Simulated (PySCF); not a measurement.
**NMR shielding calculation of C5H7N**

C5H7N, computed with GIAO PBE0/pcSseg-1 NMR shielding, non-relativistic, gas phase (PySCF 2.14.0).

The geometry comes from this level: GFN2-xTB. Figures and captions count atoms from 1; the log counts them from 0 in places.

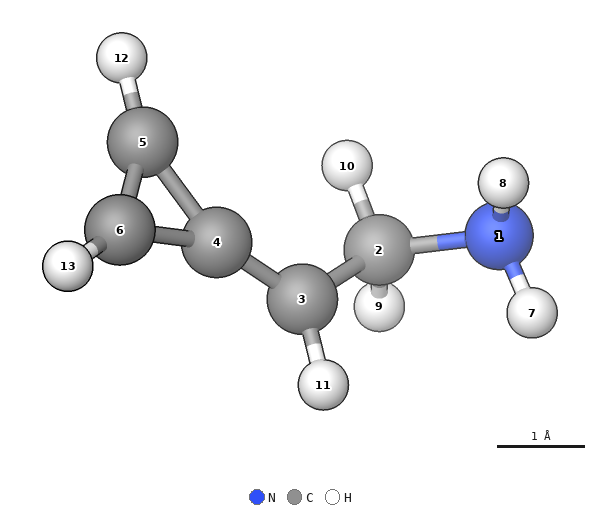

Fig. 1: The structure as given in the input (ball-and-stick view, seen at a tilt; atoms are numbered from 1 in the order of the input). Bond lengths as drawn: C–C 1.31 to 1.51 Å, C–H 1.06 to 1.10 Å, C–N 1.46 Å and H–N 1.02 Å.

Summary:

- outcome: converged
- total energy: −249.033249 hartree
- HOMO: −5.81 eV
- LUMO: −0.60 eV
- dipole moment: 2.88 D
- isotropic shielding, N: 216.4 ppm
- isotropic shielding, C: 44.4 to 136.6 ppm
- isotropic shielding, H: 23.4 to 31.4 ppm
- hardware: 1 CPU thread, shared host
- wall time: 8.1 s
- peak memory: 0.64 GiB

Input file:
```
{"job": {"kind": "nmr", "xc": "PBE0", "basis": "pcSseg-1"}, "charge": 0, "multiplicity": 1}
N     -2.332994     0.123232     0.465402
C     -1.268472    -0.566382    -0.257338
C     -0.109664     0.317066    -0.647662
C      1.105154     0.162582    -0.178506
C      2.094304    -0.539907     0.619077
C      2.510031     0.512255    -0.066290
H     -2.698384     0.879440    -0.105705
H     -1.958782     0.539444     1.312854
H     -1.724189    -1.000995    -1.153806
H     -0.912733    -1.381266     0.378076
H     -0.333967     1.134262    -1.321342
H      2.319482    -1.338618     1.283634
H      3.305827     1.159373    -0.346121
```

The first line tells a small driver script what to run in PySCF; the rest is the geometry in Å.

Run as:
```bash
OMP_NUM_THREADS=1 python <driver script> task.json out
```

What the program printed:
```
coarse grid: 10832 points
cycle   1  E = -248.9440698604  dE =  9.665e-01  |g| = 4.462e-01  |ddm| = 3.284e+00
cycle   2  E = -248.9255376665  dE =  1.853e-02  |g| = 5.386e-01  |ddm| = 1.074e+00
cycle   3  E = -248.9972122594  dE = -7.167e-02  |g| = 7.862e-02  |ddm| = 6.121e-01
cycle   4  E = -248.9984658592  dE = -1.254e-03  |g| = 3.513e-02  |ddm| = 1.111e-01
cycle   5  E = -248.9987658095  dE = -3.000e-04  |g| = 9.751e-03  |ddm| = 3.977e-02
cycle   6  E = -248.9987862466  dE = -2.044e-05  |g| = 2.193e-03  |ddm| = 9.042e-03
cycle   7  E = -248.9987873239  dE = -1.077e-06  |g| = 4.267e-04  |ddm| = 2.521e-03
final grid: 104640 points
cycle   8  E = -249.0332362276  dE = -2.533e-05  |g| = 7.203e-03  |ddm| = 3.347e-02
cycle   9  E = -249.0332344422  dE =  1.785e-06  |g| = 7.894e-03  |ddm| = 1.451e-02
cycle  10  E = -249.0332492242  dE = -1.478e-05  |g| = 9.197e-04  |ddm| = 7.430e-03
cycle  11  E = -249.0332494166  dE = -1.923e-07  |g| = 2.353e-04  |ddm| = 1.021e-03
cycle  12  E = -249.0332494277  dE = -1.111e-08  |g| = 1.083e-04  |ddm| = 2.664e-04
cycle  13  E = -249.0332494304  dE = -2.784e-09  |g| = 1.550e-05  |ddm| = 1.074e-04
cycle  14  E = -249.0332494305  dE = -4.457e-11  |g| = 6.154e-06  |ddm| = 2.188e-05
```

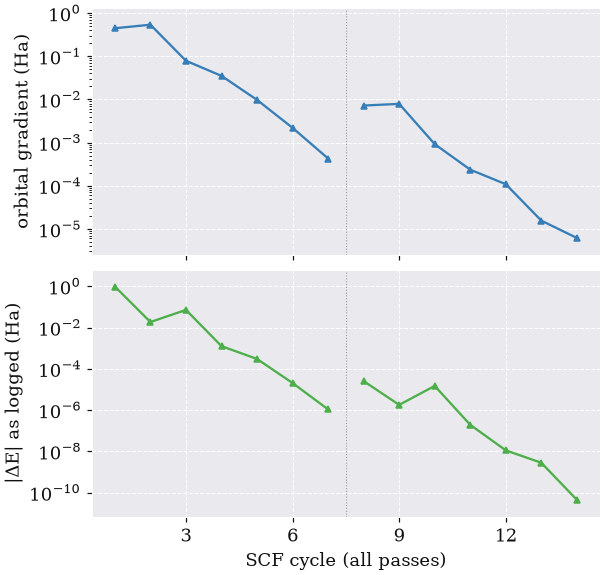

Fig. 2: Convergence of the self-consistent field: orbital gradient and size of the energy change against the SCF cycle. The dotted line marks the change from a coarse to the final integration grid. The first 7 cycles use a coarse grid, the final grid takes over at cycle 8, and the field converges after 14 cycles in all.

```
converged SCF energy = -249.0332494305

GIAO shielding tensors (ppm)
atom      isotropic    diamagn.    paramagn.     s11        s22        s33       span
  0 N      216.364     316.192     -99.828    191.956    216.843    240.293     48.337
  1 C      136.571     244.112    -107.541    113.327    141.460    154.926     41.599
  2 C       98.029     256.508    -158.480     28.855    107.848    157.382    128.527
  3 C       71.257     246.063    -174.806    -36.911     43.225    207.456    244.367
  4 C       44.370     253.576    -209.206    -73.067     12.767    193.409    266.476
  5 C       44.382     258.922    -214.540    -72.514     14.284    191.377    263.891
  6 H       31.115      31.370      -0.255     25.122     28.869     39.354     14.232
  7 H       31.405      32.357      -0.952     25.393     29.810     39.011     13.618
  8 H       28.130      29.238      -1.108     23.226     28.025     33.140      9.914
  9 H       28.468      30.692      -2.225     23.599     28.768     33.036      9.437
 10 H       27.248      32.119      -4.871     24.306     28.124     29.313      5.007
 11 H       23.377      31.834      -8.457     20.932     24.373     24.826      3.895
 12 H       23.505      33.280      -9.775     21.235     24.108     25.172      3.937
```

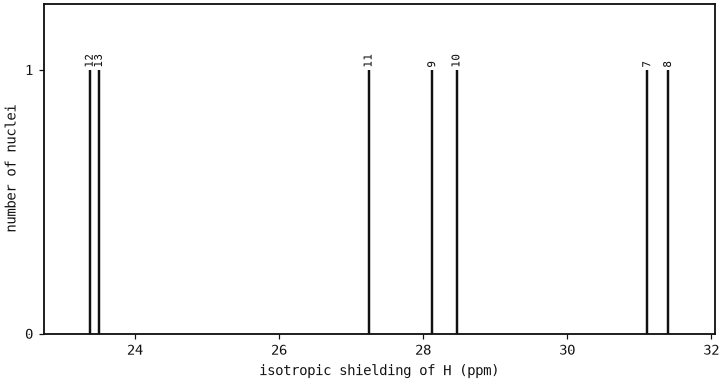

Fig. 3: Isotropic shieldings of the hydrogen nuclei in this fixed geometry, labelled by atom number; shielding grows to the right, so chemical shift grows to the left. The least shielded is H12 (23.4 ppm), the most shielded H8 (31.4 ppm).

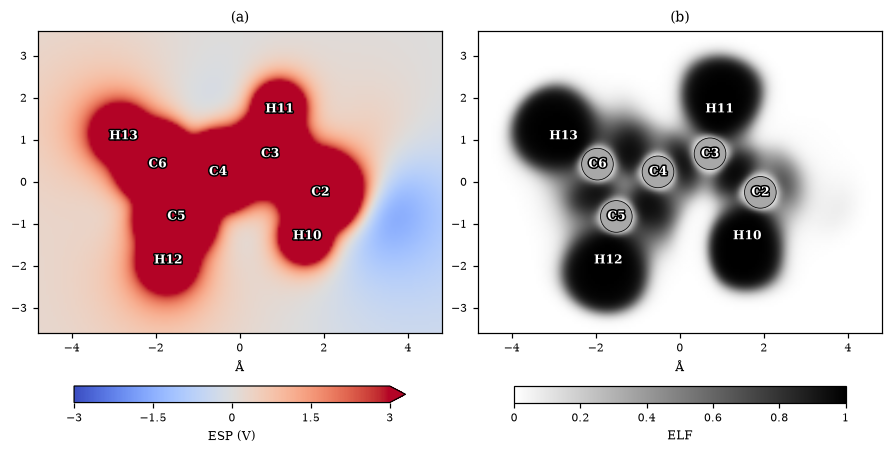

Fig. 4: (a) molecular electrostatic potential; (b) ELF on the plane of atoms C4, C6 and H13. Grey discs, where drawn, cover atomic cores. Atoms in the plane: C and H. C–C (1.31 Å): the ELF peaks at about 0.90 between the atoms (a double or triple bond). C–C (1.45 Å): the ELF peaks at about 0.80 between the atoms, as expected for localised, shared-pair bonding. C–H (1.06 Å): the ELF climbs to about 1 towards the hydrogen, as it does in any bond to H (a covalent bond by its length).

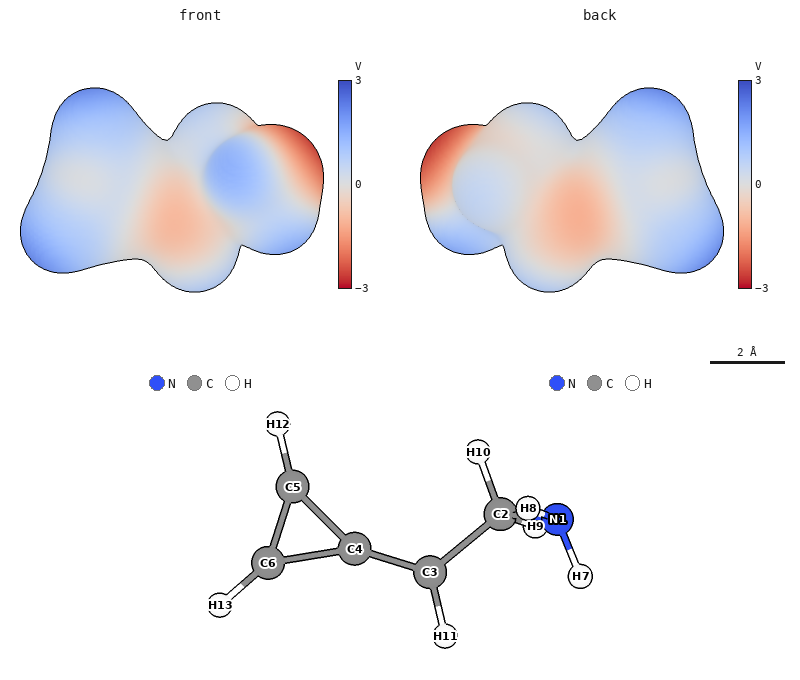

Fig. 5: The molecular electrostatic potential painted on the density surface at 0.004 e/bohr³, seen face on and from behind; red is negative and blue positive. The bare structure is drawn below in the same view. Its dipole moment is 2.88 D.
